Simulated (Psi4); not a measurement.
Property calculation of CuH2O2 (charge −1)

CuH2O2, charge −1, SMILES [OH][Cu-][OH], computed with PBEh-3c/def2-mSVP, RKS (Psi4 1.11).

The geometry comes from this level: GFN2-xTB.

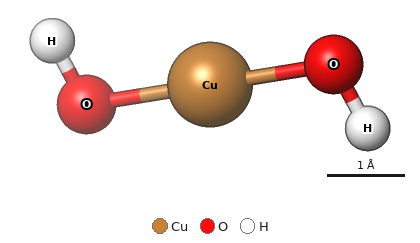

*The structure (ball-and-stick view, seen at a tilt). Sticks mark near contacts.*

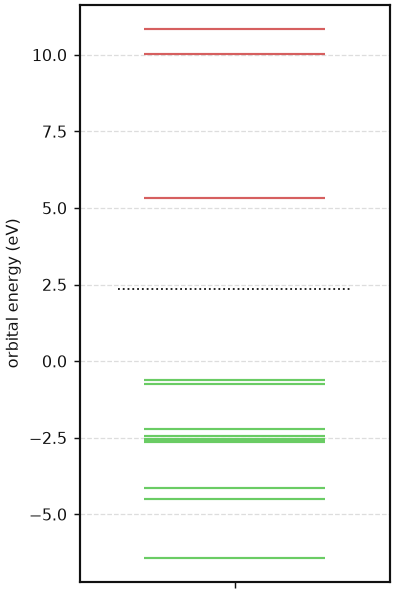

*Orbital energies near the frontier; the dotted line parts filled from empty levels, and levels within 0.02 eV of each other stand side by side.*

Highest filled −0.61 eV, lowest empty 5.33 eV, 5.94 eV apart.

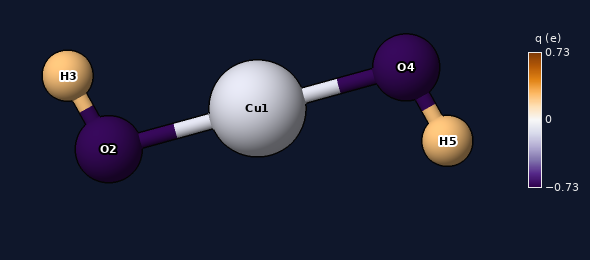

*Löwdin charges, as the colour of each atom (ball-and-stick view, seen on its broad side; atoms are numbered from 1 in the order of the input).*

By element: Cu −0.11, O −0.70 and H +0.25 e.

These pictures come from the run below.

### Input file (cuh2o2.py)
```python
import psi4

psi4.set_memory('1600 MB')
psi4.set_num_threads(1)
psi4.set_output_file('run.log', False)

m = psi4.geometry("""
-1 1
Cu
O 1 1.764653
H 2 0.961402 1 103.87172
O 1 1.765505 3 154.85911 2 179.82414
H 4 0.961257 1 103.87177 3 179.43614
units angstrom
symmetry c1
""")

options = {'scf_type': 'direct', 'dft_pruning_scheme': 'treutler'}
psi4.set_options(options)

result, w = psi4.energy('pbeh-3c', molecule=m, return_wfn=True)
psi4.oeprop(w, 'MBIS_CHARGES', 'LOWDIN_CHARGES', 'MAYER_INDICES')
print(f'total energy {result:.8f} hartree = {result * 27.211386:.5f} eV')
for k, v in sorted(psi4.core.scalar_variables().items()):
    print(f'{k:45s} {v:18.10f}')
```

Command:
```bash
python cuh2o2.py
```

### The program's output
```
h
    h
    h

    -----------------------------------------------------------------------

    Memory:     1.5 GiB
    Threads:    1
                ecpint, einsums, f̶o̶r̶t̶e̶, gauxc, gcp, g̶d̶m̶a̶, geometric, g̶p̶u̶_̶d̶f̶c̶c̶,
                i̶n̶t̶e̶g̶r̶a̶t̶o̶r̶x̶x̶, i̶p̶i̶, libefp, m̶d̶i̶, m̶p̶2̶d̶, m̶r̶c̶c̶, ooo,
                o̶p̶e̶n̶f̶e̶r̶m̶i̶o̶n̶p̶s̶i̶4̶, pcmsolver, p̶s̶i̶4̶f̶o̶c̶k̶c̶i̶, p̶s̶i̶x̶a̶s̶,
                p̶y̶e̶i̶n̶s̶u̶m̶s̶, r̶e̶s̶p̶, s̶i̶m̶i̶n̶t̶, s̶n̶s̶m̶p̶2̶,
                v̶2̶r̶d̶m̶_̶c̶a̶s̶s̶c̶f̶

   => Loading Basis Set <=

    Name: DEF2-MSVP
    Role: ORBITAL
    Keyword: BASIS

   => PBEH3C: Empirical Dispersion <=

        s6 =       1.000000
        s8 =       0.000000
        a1 =       0.486000
        a2 =       4.500000

         ---------------------------------------------------------
                                   SCF
                              RKS Reference
                        1 Threads,   1525 MiB Core
         ---------------------------------------------------------

  ==> Geometry <==

    Molecular point group: c1
    Full point group: C1

    Geometry (in Angstrom), charge = -1, multiplicity = 1:

       Center              X                  Y                   Z               Mass
    ------------   -----------------  -----------------  -----------------  -----------------
         CU          -0.000284497267     0.000382587439     0.000160577550    62.929597720000
         O           -0.000284497267     0.000382587439     1.764813577550    15.994914619570
         H           -0.000284497267    -0.932980060619     1.995308637832     1.007825032230
         O            0.002017706809    -0.001769147102    -1.765341610191    15.994914619570
         H           -0.009458503534     0.931096628312    -1.996954998637     1.007825032230

  Running in c1 symmetry.

  Rotational constants: A =     10.38751  B =      0.15634  C =      0.15403 [cm^-1]
  Rotational constants: A = 311409.73741  B =   4687.06740  C =   4617.57428 [MHz]
  Nuclear repulsion =  173.747253596409649

  Charge       = -1
  Multiplicity = 1
  Electrons    = 48
  Nalpha       = 24
  Nbeta        = 24

  ==> Algorithm <==

  SCF Algorithm Type is DIRECT.
  DIIS enabled.
  MOM disabled.
  Fractional occupation disabled.
  Guess Type is SAD.
  Energy threshold   = 1.00e-06
  Density threshold  = 1.00e-06
  Integral threshold = 1.00e-12

  ==> Primary Basis <==

  Basis Set: DEF2-MSVP
    Blend: DEF2-MSVP
    Number of shells: 29
    Number of basis functions: 65
    Number of Cartesian functions: 72
    Spherical Harmonics?: true
    Max angular momentum: 3

  ==> DFT Potential <==

   => LibXC <=

    Version 7.1.2

   => Composite Functional: PBEH3C <=

    PBE Hybrid based 3C composite method with a small basis set, gCP and D3(BJ)

    Deriv               =              1
    GGA                 =           TRUE
    Meta                =          FALSE

    Exchange Hybrid     =           TRUE
    MP2 Hybrid          =          FALSE

   => Exchange Functionals <=

    0.5800     XC_GGA_X_PBE

   => Exact (HF) Exchange <=

    0.4200               HF

   => Correlation Functionals <=

    1.0000     XC_GGA_C_PBE

   => LibXC Density Thresholds  <==

    XC_GGA_C_PBE:  1.00E-12
    XC_GGA_X_PBE:  1.00E-15

   => Molecular Quadrature <=

    Radial Scheme          =       TREUTLER
    Pruning Scheme         =       TREUTLER
    Pruning Type           =         REGION
    Nuclear Scheme         =       TREUTLER

    Blocking Scheme        =         OCTREE
    BS radius alpha        =              1
    Pruning alpha          =              1
    Radial Points          =             75
    Spherical Points       =            302
    Total Points           =          61391
    Total Blocks           =            567
    Max Points             =            255
    Max Functions          =             63
    Weights Tolerance      =       1.00E-15

   => Loading Basis Set <=

    Name: (DEF2-MSVP AUX)
    Role: JKFIT
    Keyword: DF_BASIS_SCF

  Starting with a DF guess...

  ==> Integral Setup <==

  DFHelper Memory: AOs need 0.017 GiB; user supplied 1.043 GiB.
  SCF_SUBTYPE=INCORE selected. In-core MEM_DF algorithm will be used.
  Using in-core AOs.

  ==> MemDFJK: Density-Fitted J/K Matrices <==

    J tasked:                   Yes
    K tasked:                   Yes
    wK tasked:                   No
    Memory [MiB]:              1068
    Algorithm:                 Core
    Schwarz Cutoff:           1E-12
    Mask sparsity (%):       2.9349
    Fitting Condition:        1E-10

   => Auxiliary Basis Set <=

  Basis Set: (DEF2-MSVP AUX)
    Blend: DEF2-UNIVERSAL-JKFIT
    Number of shells: 120
    Number of basis functions: 454
    Number of Cartesian functions: 603
    Spherical Harmonics?: true
    Max angular momentum: 6

  Cached 100.0% of DFT collocation blocks in 0.074 [GiB].

  Minimum eigenvalue in the overlap matrix is 3.0483869831E-02.
  Reciprocal condition number of the overlap matrix is 8.4555819687E-03.
    Using symmetric orthogonalization.

  ==> Pre-Iterations <==

  SCF Guess: Superposition of Atomic Densities via on-the-fly atomic UHF (no occupation information).

   -------------------------
    Irrep   Nso     Nmo
   -------------------------
     A         65      65
   -------------------------
    Total      65      65
   -------------------------

  ==> Iterations <==

                           Total Energy        Delta E     RMS |[F,P]|

   @DF-RKS iter SAD: -1787.77629914317231   -1.78778e+03   0.00000e+00
   @DF-RKS iter   1: -1788.73427158541404   -9.57972e-01   3.33417e-02 ADIIS/DIIS
   @DF-RKS iter   2: -1760.94174899056543    2.77925e+01   6.16099e-02 ADIIS/DIIS
   @DF-RKS iter   3: -1790.68084810115738   -2.97391e+01   1.19447e-02 ADIIS/DIIS
   @DF-RKS iter   4: -1790.66602181639064    1.48263e-02   1.37836e-02 ADIIS/DIIS
   @DF-RKS iter   5: -1790.92368540733992   -2.57664e-01   3.59027e-03 ADIIS/DIIS
   @DF-RKS iter   6: -1790.94286343684439   -1.91780e-02   3.84884e-04 ADIIS/DIIS
   @DF-RKS iter   7: -1790.94349085359295   -6.27417e-04   1.69399e-04 ADIIS/DIIS
   @DF-RKS iter   8: -1790.94355794388844   -6.70903e-05   1.61930e-04 ADIIS/DIIS
   @DF-RKS iter   9: -1790.94359092265563   -3.29788e-05   8.29872e-06 DIIS
   @DF-RKS iter  10: -1790.94359105283775   -1.30182e-07   7.53179e-06 DIIS
   @DF-RKS iter  11: -1790.94359113169230   -7.88546e-08   2.61257e-06 DIIS
   @DF-RKS iter  12: -1790.94359114095005   -9.25775e-09   1.13147e-06 DIIS
   @DF-RKS iter  13: -1790.94359114262988   -1.67984e-09   6.54382e-08 DIIS

  DF guess converged.

  ==> DirectJK: Integral-Direct J/K Matrices <==

    J tasked:                  Yes
    K tasked:                  Yes
    wK tasked:                  No
    Integrals threads:           1
    Screening Type:           CSAM
    Screening Cutoff:        1E-12
    Incremental Fock:           No

   @RKS iter  14: -1790.94363055300846   -1.79094e+03   4.73830e-06 DIIS
   @RKS iter  15: -1790.94363055968483   -6.67637e-09   3.33045e-07 DIIS
  Energy and wave function converged.

  ==> Post-Iterations <==

   Electrons on quadrature grid:
      Ntotal   =   47.9999557447 ; deviation = -4.426e-05

    Orbital Energies [Eh]
    ---------------------

    Doubly Occupied:

       1A   -324.174816     2A    -39.137019     3A    -34.244603
       4A    -34.239634     5A    -34.238314     6A    -19.193737
       7A    -19.193645     8A     -4.258206     9A     -2.709476
      10A     -2.697565    11A     -2.694650    12A     -0.785466
      13A     -0.776945    14A     -0.263957    15A     -0.235910
      16A     -0.165834    17A     -0.151953    18A     -0.096936
      19A     -0.094411    20A     -0.093384    21A     -0.089463
      22A     -0.081333    23A     -0.027447    24A     -0.022266

    Virtual:

      25A      0.195977    26A      0.367979    27A      0.398419
      28A      0.406078    29A      0.409697    30A      0.441797
      31A      0.722777    32A      1.140242    33A      1.206599
      34A      1.222603    35A      1.248641    36A      1.332485
      37A      1.354705    38A      1.356073    39A      1.358610
      40A      1.428232    41A      1.461295    42A      1.505187
      43A      1.564606    44A      1.845528    45A      2.063946
      46A      2.083911    47A      2.091914    48A      2.116959
      49A      2.136918    50A      2.179613    51A      2.399981
      52A      2.435291    53A      2.492609    54A      2.804614
      55A      2.861604    56A      2.890269    57A      6.178844
      58A      6.178961    59A      6.185285    60A      6.185394
      61A      6.196358    62A      6.196529    63A      6.295991
      64A     25.658873    65A     25.762095

    Final Occupation by Irrep:
              A
    DOCC [    24 ]
    NA   [    24 ]
    NB   [    24 ]

  @RKS Final Energy: -1790.94363055968483

   => Energetics <=

    Nuclear Repulsion Energy =            173.7472535964096494
    One-Electron Energy =               -2855.6117935911402128
    Two-Electron Energy =                 940.5010692192872739
    DFT Exchange-Correlation Energy =     -49.5985937113013904
    Empirical Dispersion Energy =           0.0184339270597281
    VV10 Nonlocal Energy =                  0.0000000000000000
    Total Energy =                      -1790.9436305596848342

Computation Completed

Properties will be evaluated at   0.000000,   0.000000,   0.000000 [a0]

Properties computed using the SCF density matrix

 Multipole Moments:

 ------------------------------------------------------------------------------------
     Multipole            Electronic (a.u.)      Nuclear  (a.u.)        Total (a.u.)
 ------------------------------------------------------------------------------------

 L = 1.  Multiply by 2.5417464519 to convert [e a0] to [Debye]
 Dipole X            :          0.0006066           -0.0078003           -0.0071937
 Dipole Y            :          0.0044535           -0.0035543            0.0008992
 Dipole Z            :          0.0027742           -0.0022939            0.0004803
 Magnitude           :                                                    0.0072656

 ------------------------------------------------------------------------------------

	total time  =          7 seconds =       0.12 minutes

Properties will be evaluated at   0.000000,   0.000000,   0.000000 [a0]
OEProp: No title given, name of density matrix used for the following properties is 'SCF density'
  Lowdin Charges: (a.u.)
   Center  Symbol    Alpha    Beta     Spin     Total
       1    CU    14.55289 14.55289  0.00000 -0.10579
       2     O     4.34770  4.34770  0.00000 -0.69540
       3     H     0.37578  0.37578  0.00000  0.24844
       4     O     4.34781  4.34781  0.00000 -0.69563
       5     H     0.37582  0.37582  0.00000  0.24837

  Total alpha = 24.00000, Total beta = 24.00000, Total charge = -1.00000
  ==> Computing MBIS Charges <==

  Electron Count from Grid (Expected Number): 48.00001 (48.00000)
  Difference:  0.00001

  MBIS Charges: (a.u.)
   Center  Symbol  Z      Pop.       Charge
      1      CU   29   28.753301    0.246699
      2       O    8    8.998094   -0.998094
      3       H    1    0.625189    0.374811
      4       O    8    8.998196   -0.998196
      5       H    1    0.625232    0.374768

  MBIS Dipoles: [e a0]
   Center  Symbol  Z        X           Y           Z
      1      CU   29    0.001667   -0.000385    0.000065
      2       O    8    0.000130    0.100390    0.021423
      3       H    1    0.000008   -0.010948    0.007079
      4       O    8    0.001425   -0.100481   -0.021398
      5       H    1   -0.000121    0.010938   -0.007095

  MBIS Quadrupoles: [e a0^2]
   Center  Symbol  Z      XX        XY        XZ        YY        YZ        ZZ
      1      CU   29   -9.7002   -0.0013   -0.0010   -9.5062    0.0990   -9.1515
      2       O    8   -5.1381   -0.0000   -0.0001   -4.8727   -0.0279   -4.9527
      3       H    1   -0.3214   -0.0000   -0.0000   -0.3218    0.0032   -0.3233
      4       O    8   -5.1382   -0.0033    0.0002   -4.8728   -0.0281   -4.9528
      5       H    1   -0.3214    0.0000   -0.0000   -0.3218    0.0032   -0.3233

  MBIS Octupoles: [e a0^3]
   Center  Symbol  Z      XXX       XXY       XXZ       XYY       XYZ       XZZ       YYY       YYZ       YZZ       ZZZ
      1      CU   29    0.0092   -0.0009    0.0001    0.0038    0.0016    0.0035   -0.0028   -0.0002   -0.0002    0.0006
      2       O    8    0.0009    0.0692    0.2622    0.0003    0.0001    0.0004    0.5439    0.1251    0.1059    0.3727
      3       H    1    0.0000   -0.0081    0.0095    0.0000    0.0000    0.0000   -0.0150    0.0014   -0.0008    0.0220
      4       O    8    0.0045   -0.0698   -0.2621    0.0055   -0.0016    0.0016   -0.5447   -0.1247   -0.1062   -0.3727
      5       H    1   -0.0002    0.0081   -0.0096    0.0000   -0.0001    0.0000    0.0150   -0.0014    0.0008   -0.0220

  MBIS Radial Moments:
   Center  Symbol  Z      [a0^2]      [a0^3]      [a0^4]
      1      CU   29   28.357905   64.768325   213.977349
      2       O    8   14.963459   30.017235   71.968554
      3       H    1    0.966545    1.709496    3.604805
      4       O    8   14.963758   30.017526   71.968068
      5       H    1    0.966542    1.709437    3.604563

  MBIS Valence Widths: [a0]
   Center  Symbol  Z     Width
      1      CU   29    0.675698
      2       O    8    0.414239
      3       H    1    0.361197
      4       O    8    0.414242
      5       H    1    0.361183

  MBIS Valence Charges: (a.u.)
   Center  Symbol  Z     Charge
      1      CU   29   -2.703582
      2       O    8   -7.361793
      3       H    1   -0.625189
      4       O    8   -7.361901
      5       H    1   -0.625232

  Mayer Bond Indices:

  Irrep: 1 Size: 5 x 5

                 1                   2                   3                   4                   5

    1     0.00000000000000     0.73686644104094    -0.00079139114095     0.73668400253793    -0.00081965677259
    2     0.73686644104094     0.00000000000000     0.84061536680198     0.02225547333949     0.00094423153967
    3    -0.00079139114095     0.84061536680198     0.00000000000000     0.00095000082166     0.00014868436778
    4     0.73668400253793     0.02225547333949     0.00095000082166     0.00000000000000     0.84065782202368
    5    -0.00081965677259     0.00094423153967     0.00014868436778     0.84065782202368     0.00000000000000

  Atomic Valences:

 #  #
 Irrep: 1
      1:    1.471939395665341
      2:    1.600681512722088
      3:    0.840922660850477
      4:    1.600547298722758
      5:    0.840931081158545
```

### Standard output
```
total energy -1790.94363056 hartree = -48734.05844 eV
CURRENT ENERGY                                  -1790.9436305597
CURRENT REFERENCE ENERGY                        -1790.9436305597
DD SOLVATION ENERGY                                 0.0000000000
DFT FUNCTIONAL TOTAL ENERGY                     -1790.9620644867
DFT TOTAL ENERGY                                -1790.9436305597
DFT VV10 ENERGY                                     0.0000000000
DFT XC ENERGY                                     -49.5985937113
DISPERSION CORRECTION ENERGY                        0.0184339271
GRID ELECTRONS ALPHA                               23.9999778724
GRID ELECTRONS BETA                                23.9999778724
GRID ELECTRONS TOTAL                               47.9999557447
NUCLEAR REPULSION ENERGY                          173.7472535964
ONE-ELECTRON ENERGY                             -2855.6117935911
PBEH3C DISPERSION CORRECTION ENERGY                -0.0009626818
PCM POLARIZATION ENERGY                             0.0000000000
PE ENERGY                                           0.0000000000
SCF ITERATION ENERGY                            -1790.9436305597
SCF ITERATIONS                                     15.0000000000
SCF TOTAL ENERGY                                -1790.9436305597
TWO-ELECTRON ENERGY                               940.5010692193
XC GRID RADIAL POINTS                              75.0000000000
XC GRID SPHERICAL POINTS                          302.0000000000
XC GRID TOTAL POINTS                            61391.0000000000
```

### Key numbers

```tsv
quantity	value
outcome	converged
total energy	−1790.943631 hartree
dispersion energy	0.018434 hartree
basis functions	65
HOMO	−0.61 eV
LUMO	5.33 eV
hardware	1 thread of AMD EPYC (Zen 3), 192 GiB of memory available, shared host
wall time	20 s
peak memory	0.31 GiB
```

### Remarks

Settings chosen away from the usual ones: dft_pruning_scheme set to treutler.
